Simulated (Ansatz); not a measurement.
# AlH2Cl (SMILES [H][Al]([H])[Cl]): levels of theory compared

Wanted: a comparison of 5 runs (B2PLYP/STO-3G, HSE06/STO-3G, PBE0/STO-3G, revPBE/STO-3G, MP2/STO-3G) of AlH2Cl. 

The results are computed with Ansatz 0.2.0.

57 further runs of the same task are left out: 2 that didn't finish, 55 set aside as unsound or not needed.

### Step 1. Starting point

AlH2Cl: 4 atoms, total charge 0, spin state singlet. As SMILES, `[H][Al]([H])[Cl]`. The Cl4–Al1 distance was set to 4.027 Å, away from the relaxed value. At this shape a bond of the SMILES string is far longer than usual.

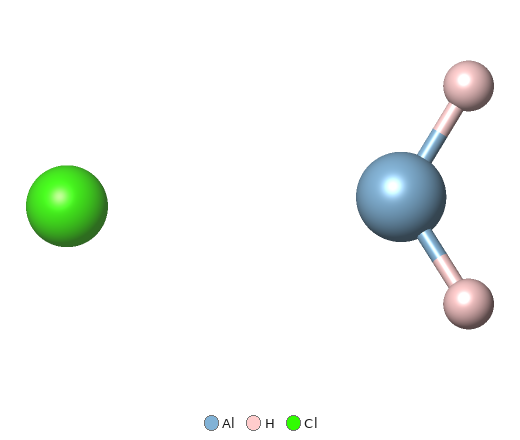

Viewed from a chosen angle; aluminium light blue, hydrogen pink, chlorine green.

### Step 2. A single-point energy at B2PLYP/STO-3G (run 1)

job.yaml

```yaml
crystal:
  periodic: [false, false, false]
  atoms:
    - symbol: Al
      position_ang: [1.085259, 1.809722, -0.012800]
    - symbol: H
      position_ang: [2.622499, 1.836292, 0.002710]
    - symbol: H
      position_ang: [0.384389, 3.178232, -0.030100]
    - symbol: Cl
      position_ang: [-0.985710, -1.643880, 0.008400]
basis:
  gaussian:
    orbitals: STO-3G
hamiltonian:
  xc: {name: B2PLYP}
correlation:
  frozen_orbitals: {Al: 5, Cl: 5, H: 0}
accuracy: high
```

The run is started by

```bash
$ ansatz run job.yaml --threads 1 --pin off --max-ram 2610MiB --events-out events.jsonl --progress --plain --runs-dir runs
```

Output:

```text
Warning: RAYON_NUM_THREADS=1 ignored (pool sized by the plan → 1); use --threads N
Functional definition: B2PLYP
  name "B2PLYP"
  parameter a = 0.53
  parameter c = 0.27
  exchange = (1 - a)*b88_x + a*exact_x
  correlation = (1 - c)*lyp_c + c*(mp2_os + mp2_ss)
305 factors; integrals over basis functions are off by at most 5.5e-9 eV
mean field evaluation 1: about -18920.9254 eV, gradient 1.6e1 eV
mean field evaluation 2: about -18920.9131 eV, gradient 1.6e1 eV
mean field evaluation 4: about -18921.5604 eV, gradient 8.2e0 eV
mean field evaluation 8: about -18923.0661 eV, gradient 1.9e-1 eV
mean field evaluation 16: about -18923.0654 eV, gradient 9.6e-6 eV
mean field evaluation 32: about -18922.2094 eV, gradient 9.8e0 eV
mean field -18923.06539891 eV, -695.4098268956 hartree, gradient 2.5e-8 eV, S^2 0.000000; 4 other end points of the search recorded, 0 dependent functions left out; unrestricted orbitals would lower it
10 core orbitals not correlated: weight in the atoms' cores, before any rotation towards them, 1.000 or more for the frozen orbitals, at most 0.000 for the correlated occupied ones
reference -18923.06541874 eV, -695.4098276243 hartree; 6, 6 occupied and 4, 4 virtual orbitals, 305 factors
second order -2.88032080 eV of doubles, -0.00000000 eV of singles
Total energy: -18923.84310536 eV, -695.4384070803 hartree
```

Wall time 1.8 s (1 thread of Arm Neoverse V1, shared host); peak memory 0.095 GiB.

### Step 3. A single-point energy at HSE06/STO-3G (run 2)

molecule.yaml

```yaml
crystal:
  periodic: [false, false, false]
  atoms:
    - {symbol: Al, position_ang: [1.085259, 1.809722, -0.012800]}
    - {symbol: H, position_ang: [2.622499, 1.836292, 0.002710]}
    - {symbol: H, position_ang: [0.384389, 3.178232, -0.030100]}
    - {symbol: Cl, position_ang: [-0.985710, -1.643880, 0.008400]}
basis:
  gaussian:
    orbitals: STO-3G
hamiltonian:
  xc: hse06
accuracy: high
```

The run is started by

```bash
$ ansatz run molecule.yaml --threads 1 --pin off --max-ram 2610MiB --events-out events.jsonl --progress --plain --runs-dir runs
```

Output:

```text
Warning: RAYON_NUM_THREADS=1 ignored (pool sized by the plan → 1); use --threads N
Functional definition: HSE06
  name "HSE06"
  parameter a = 0.25
  parameter omega = 0.11/bohr
  exchange = pbe_x - a*pbe_x_sr(omega) + a*exact_x_sr(omega)
  correlation = pbe_c
305 factors; integrals over basis functions are off by at most 5.5e-9 eV
69 factors; integrals over basis functions are off by at most 7.0e-10 eV
mean field evaluation 1: about -18921.5503 eV, gradient 2.0e1 eV
mean field evaluation 2: about -18811.9479 eV, gradient 4.0e1 eV
mean field evaluation 4: about -18815.2795 eV, gradient 2.9e1 eV
mean field evaluation 8: about -18815.1363 eV, gradient 3.0e1 eV
mean field evaluation 16: about -18924.7985 eV, gradient 6.9e-4 eV
mean field evaluation 32: about -18924.7568 eV, gradient 7.6e-1 eV
mean field -18924.79845525 eV, -695.4735155413 hartree, gradient 4.4e-9 eV, S^2 0.000000; 2 other end points of the search recorded, 0 dependent functions left out
reference -18924.79845725 eV, -695.4735156149 hartree; 16, 16 occupied and 4, 4 virtual orbitals, 305 factors
Total energy: -18924.79845725 eV, -695.4735156149 hartree
```

Wall time 1.5 s (1 thread of Arm Neoverse V1, shared host); peak memory 0.091 GiB.

Runs 3 to 4 aren't shown in full; the table further down has their settings and results.

### Step 4. A single-point energy at MP2/STO-3G (run 5)

input.yaml

```yaml
basis:
  gaussian: {orbitals: STO-3G}
crystal:
  periodic: [false, false, false]
  atoms:
    - {symbol: Al, position_ang: [1.085259, 1.809722, -0.012800]}
    - {symbol: H, position_ang: [2.622499, 1.836292, 0.002710]}
    - {symbol: H, position_ang: [0.384389, 3.178232, -0.030100]}
    - {symbol: Cl, position_ang: [-0.985710, -1.643880, 0.008400]}
correlation: {method: mp2, frozen_orbitals: {Al: 5, Cl: 5, H: 0}}
accuracy: high
```

The run is started by

```bash
$ ansatz run input.yaml --threads 1 --pin off --max-ram 2610MiB --events-out events.jsonl --progress --plain --runs-dir runs
```

Output (excerpt; [...] marks lines left out):

```text
Warning: RAYON_NUM_THREADS=1 ignored (pool sized by the plan → 1); use --threads N
Functional definition: HF
  name "HF"
[...]
305 factors; integrals over basis functions are off by at most 5.5e-9 eV
[...]
mean field -18900.35868306 eV, -694.5753704794 hartree, gradient 3.5e-8 eV, S^2 0.000000; 0 other end points of the search recorded, 0 dependent functions left out; unrestricted orbitals would lower it
[...]
unrestricted determinant -18901.60997074 eV, -694.6213544532 hartree, S^2 0.9730
10 core orbitals not correlated: weight in the atoms' cores, before any rotation towards them, 0.999 or more for the frozen orbitals, at most 0.001 for the correlated occupied ones
reference -18900.35868306 eV, -694.5753704794 hartree; 6, 6 occupied and 4, 4 virtual orbitals, 305 factors
second order -1.19998900 eV of doubles, -0.00000000 eV of singles
WARN: the method's energy lies above the unrestricted determinant's, so it is not that of the lowest state
Total energy: -18901.55867206 eV, -694.6194692617 hartree
```

Wall time 0.16 s (1 thread of Arm Neoverse V1, shared host).

### Step 5. All runs side by side

| run | level | frozen core orbitals | energy (Eh) | wall time |
| --- | --- | --- | --- | --- |
| 1 | B2PLYP/STO-3G | 10 | -695.438407 | 1.8 s |
| 2 | HSE06/STO-3G | – | -695.473516 | 1.5 s |
| 3 | PBE0/STO-3G | – | -695.485616 | 1.3 s |
| 4 | revPBE/STO-3G | – | -695.615808 | 1.1 s |
| 5 | MP2/STO-3G | 10 | -694.619469 | 0.16 s |

### Step 6. Summary of results

| quantity | value |
| --- | --- |
| run 5: total energy | -694.61947 Eh |
| run 5: correlation energy (10 core orbitals frozen) | -44.1 mEh |

What this shows: Totals of different functionals can't be ranked against each other. In runs 1, 5 the log says that unrestricted orbitals would lower the reference, so the values rest on an unstable closed-shell determinant (other closed-shell runs at this shape may share the fault). In runs 1, 2, 3, 4, 5 the basis is minimal, so the values are rough. All runs together took 5.8 s, the longest 1.8 s.
